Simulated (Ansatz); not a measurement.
```
atom    x (Å)    y (Å)    z (Å)
   C  -0.8274   1.2720  -0.5602
   N  -0.3749  -0.0008  -0.0014
  Si   1.0549  -0.0631   1.0157
  As  -0.9638  -1.5255  -0.9338
   H  -1.8938   1.2094  -0.8683
   H  -0.7552   2.0708   0.2089
   H  -0.2460   1.6165  -1.4500
   H   1.0607   1.1724   1.8795
   H   2.3619  -0.1057   0.2531
   H   0.9833  -1.3013   1.8656
   H   0.3510  -1.9141  -1.6788
   H  -0.6249  -2.5229   0.1943
```

Computed with Ansatz 0.2.0, RKS PBE-D4/def2-SVP.

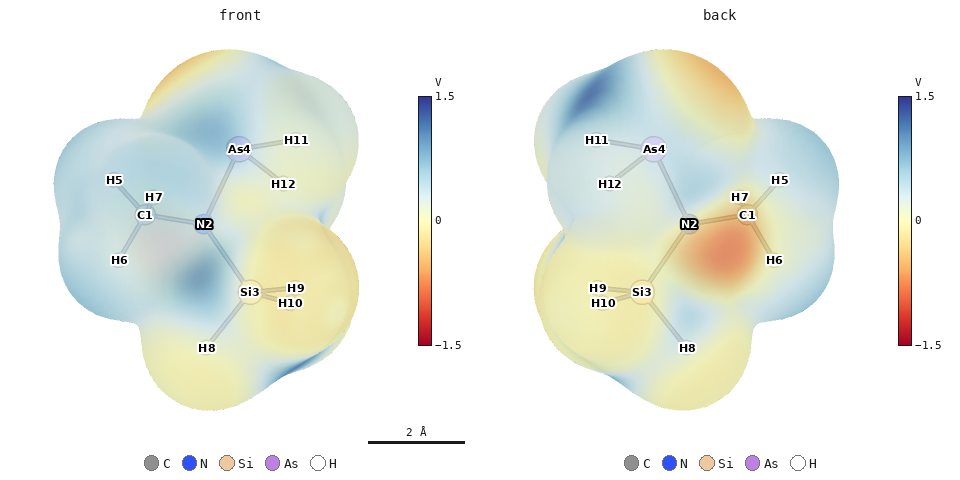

CH8AsNSi (SMILES CN([SiH3])[AsH2]). The molecular electrostatic potential painted on the density surface at 0.002 e/bohr³, seen from the front and from behind; red is negative and blue positive.

Question: Which sites attract a positive test charge, and which a negative one?

Answer: A positive charge is drawn to the negative regions and a negative charge to the positive ones. The most negative region (about −0.7 V) lies over N2, the most positive (about +1.2 V) over As4.
